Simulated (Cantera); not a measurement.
Feed: 1 mol Al, 2.9 mol O2, 3.4 mol N2, at 0.750 Torr.

Cantera equilibrium calculation (NASA polynomials, part measured and part estimated; ideal gas, pure solids and liquids). Candidate condensed phases: Al, AlN, Al2O3; 16 gas species. Equilibrium is a limit: real reactors are often held back by kinetics, nucleation or transport.

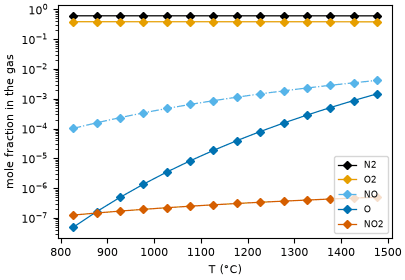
Figure: Equilibrium gas composition (values under 1e-9 drawn at 1e-9)

From 827 °C to 1477 °C the condensed part is Al2O3(s).
